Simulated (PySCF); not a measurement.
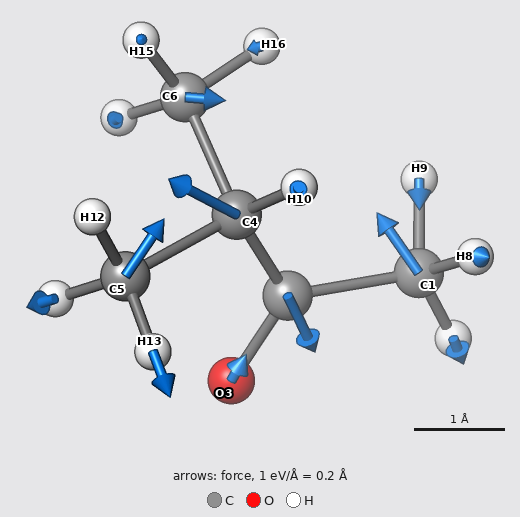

Starting geometry of C5H10O with the computed forces as blue arrows. Style: ball-and-stick. Shown at a tilt.

The start comes from MMFF94s. Its atoms were then displaced at random by about 0.03 Å.

Level of theory: PBE0-D3(BJ)/def2-SVP geometry optimisation, gas phase in PySCF 2.14.0, density-fitted response routines. 

### Is this structure relaxed? If not, where do the atoms go?

It isn't relaxed: the largest force vector, on a C atom, is 5.80 eV/Å. The final displacements have little in common with the starting forces (cosine between the two patterns 0.12). The largest moves after the best rigid fit, 0.65 Å, are those of H atoms. By element the largest moves are H 0.65 Å, O 0.47 Å, C 0.23 Å. Among the contacts that change: C–C 1.619 → 1.518 Å, C–C 1.424 → 1.524 Å, C–H 1.176 → 1.102 Å, C–H 1.029 → 1.099 Å. Bond angles that change, for instance: C–C–H 114.6° → 105.3°, C–C–C 105.5° → 112.3°, C–C–H 103.5° → 109.3°. Groups turn about C–C by about 25°. The energy falls by 0.817 eV in 15 geometry steps.
